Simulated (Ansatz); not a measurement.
**CH7NO3Ti: how energies converge with the basis set**

Aim: see how fast density functionals converge with the basis set for CH7NO3Ti.

The runs use Ansatz 0.2.0, Gaussian basis; one geometry, several basis sets.

Levels to be run: PBE0-D4/def2-SVP; ωB97M-V/def2-SVP; PBE0-D4/def2-QZVPP; ωB97M-V/def2-QZVPP; the functionals' def2-TZVPP values are taken from earlier runs.

## (1) The geometry

The geometry comes from an earlier relaxation with PBE0-D4 in a triple-zeta def2 set; it is a stationary point, not always the lowest conformer.

SMILES `C[NH][Ti]([OH])([OH])[OH]`, 13 atoms, charge 0, spin multiplicity 1.

Atoms are counted from 1 here; the program's logs count them from 0.

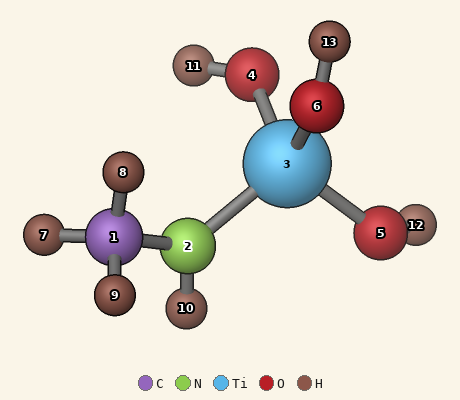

The structure; carbon purple, nitrogen green, titanium blue, oxygen red, hydrogen brown; atoms are numbered from 1 in the order of the file.

As a file:

```xyz
13
charge 0, multiplicity 1
C     1.2585   -1.5508    0.3360
N     0.7289   -0.5159   -0.5208
Ti   -0.4936    0.8373   -0.0977
O    -2.1929    0.2563   -0.3205
O    -0.1870    2.1993   -1.2470
O    -0.2580    1.2516    1.6496
H     1.0096   -2.5561   -0.0268
H     0.8408   -1.4495    1.3398
H     2.3488   -1.4867    0.4303
H     1.1615   -0.5028   -1.4359
H    -2.5248   -0.5900   -0.6195
H    -0.7802    2.6780   -1.8257
H    -0.8911    1.3946    2.3528
```

## (2) PBE0-D4 in def2-SVP

Input file in.yaml:

```yaml
crystal:
  periodic: [false, false, false]
  atoms:
    - {symbol: C, position_ang: [1.258492, -1.550834, 0.335995]}
    - {symbol: N, position_ang: [0.728934, -0.515885, -0.520750]}
    - {symbol: Ti, position_ang: [-0.493627, 0.837304, -0.097745]}
    - {symbol: O, position_ang: [-2.192887, 0.256294, -0.320494]}
    - {symbol: O, position_ang: [-0.187032, 2.199276, -1.247011]}
    - {symbol: O, position_ang: [-0.258028, 1.251578, 1.649593]}
    - {symbol: H, position_ang: [1.009584, -2.556133, -0.026775]}
    - {symbol: H, position_ang: [0.840775, -1.449531, 1.339841]}
    - {symbol: H, position_ang: [2.348809, -1.486701, 0.430341]}
    - {symbol: H, position_ang: [1.161519, -0.502809, -1.435918]}
    - {symbol: H, position_ang: [-2.524801, -0.589990, -0.619454]}
    - {symbol: H, position_ang: [-0.780169, 2.678011, -1.825656]}
    - {symbol: H, position_ang: [-0.891070, 1.394620, 2.352834]}
basis:
  gaussian: {orbitals: def2-SVP}
hamiltonian: {xc: pbe0, dispersion: d4}
output: {orbitals: {seedname: orbitals}}
```

Launch:

```
ansatz run in.yaml --threads 4 --pin off --events-out ev --progress --plain --max-ram 11315MiB
```

The runs that follow: ωB97M-V in def2-SVP; PBE0-D4 in def2-QZVPP; ωB97M-V in def2-QZVPP.

Q: Predict the results of all the runs planned. Wanted: PBE0-D4: double and triple zeta above quadruple; ωB97M-V: double and triple zeta above quadruple.

The runs gave:

| quantity | value |
| --- | --- |
| PBE0-D4: double and triple zeta above quadruple | 14.78, 0.95 eV |
| ωB97M-V: double and triple zeta above quadruple | 15.04, 0.89 eV |

What this shows: PBE0-D4 gains 13.84 eV from double to triple zeta, then 0.95 eV more. These are total energies; as a rule much of such shifts cancels in differences, which this series doesn't test.
